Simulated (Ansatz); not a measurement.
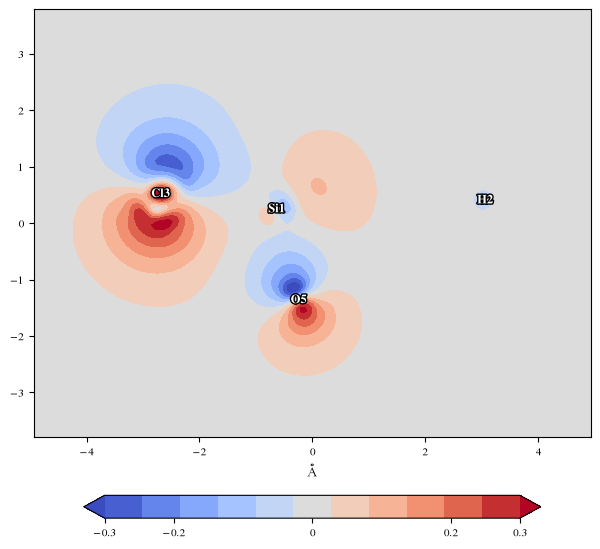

ClFH₂OSi···H₂. The HOMO−1 on the plane of atoms Cl3, Si1 and O5 (values in Å⁻³ᐟ²; the overall sign is arbitrary).

The calculation used RKS revPBE-D4/6-31G* in Ansatz 0.2.0.

Input

```
crystal:
  periodic: [false, false, false]
  atoms:
    - { symbol: Si, position_ang: [0.423949, -0.327368, -0.161131] }
    - { symbol: H, position_ang: [-0.602355, -0.123053, 2.296099] }
    - { symbol: Cl, position_ang: [1.433337, -0.389709, -1.975921] }
    - { symbol: H, position_ang: [0.165056, 1.082057, 0.207364] }
    - { symbol: O, position_ang: [-1.027899, -1.108179, -0.306291] }
    - { symbol: H, position_ang: [-1.003202, -1.954099, -0.795917] }
    - { symbol: F, position_ang: [1.407237, -1.037363, 0.893805] }
    - { symbol: H, position_ang: [0.009376, -0.469386, 2.398992] }
basis:
  gaussian: { orbitals: "6-31G*" }
hamiltonian:
  xc: revpbe
  dispersion: d4
relax:
  f_tol: 0.03
  max_steps: 50
output:
  orbitals: {}
```

Command:

```sh
ansatz run input.yaml --threads 1 --pin off --max-ram 2048MiB --backend cpu --events-out ev --progress --plain --runs-dir out
```

The fields are those of the run's last geometry, not of the input's.

Question: Describe this orbital and give its energy.

Answer: It lies mainly on Cl3 (about 80 %); largely a lone pair of Cl3. Its energy is −7.99 eV.
